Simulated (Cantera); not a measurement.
Charge: 1 mol borazine, 0.065 mol O2, 13 mol N2, held at 0.133 bar.

Method: chemical equilibrium by Gibbs-energy minimisation in Cantera with the NASA 1993 tables (ideal gas, pure condensed phases). Candidate condensed phases: B, BN, B2O3, B3O3H3, H2O; 39 gas species. The feed counts by its element totals alone. Mutual solubility and eutectic melting of coexisting phases are not modelled. Gases not in the tables: H3BO3. The numbers say what is thermodynamically allowed, not how fast it happens.

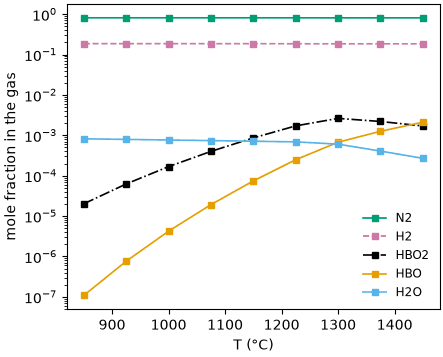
Equilibrium gas composition (values under 1e-9 drawn at 1e-9)

From 850 °C to 1225 °C the condensed part is BN(s) + B2O3(l). From 1300 °C to 1450 °C the condensed part is BN(s).
